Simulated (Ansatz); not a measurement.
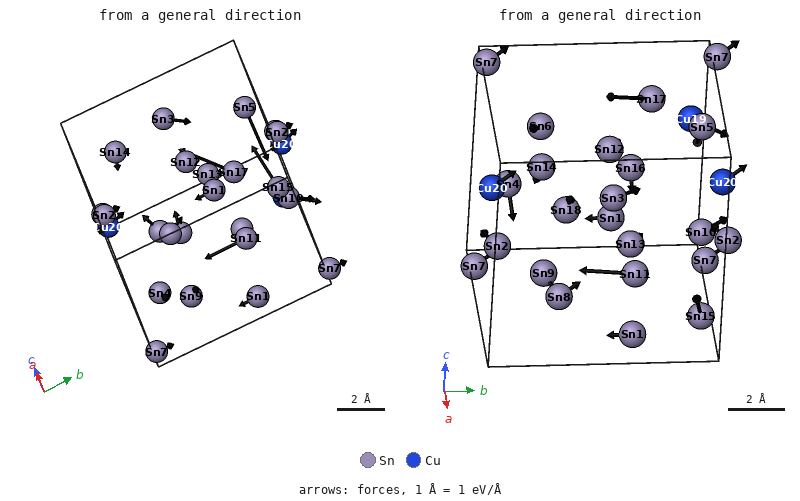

Structure drawing (spheres-only), viewed from two general directions. One simulation cell is framed, with atoms on its boundary repeated. The arrows are the computed forces on the atoms.

System: CuSn₉. All computed values are from Ansatz, DFT PBE, scalar-relativistic, plane waves, PAW. Settings: plane waves to 420 eV, k-points on a 3×3×3 grid, Fermi-Dirac smearing of 0.086 eV, no spin polarisation.

Q: Has this structure been optimised to equilibrium?

A: No. The atoms still feel forces of up to about 2.2 eV/Å, far above a usual threshold of 0.01 to 0.03 eV/Å.

Its origin is a structure type filled with these elements by a generator (whether the compound takes this form wasn't checked). Earlier steps of the study, as a rule a relaxation of our own, may have changed the cell and positions, so they can lie some per cent off the listed ones. It was the input of a calculation with Ansatz.
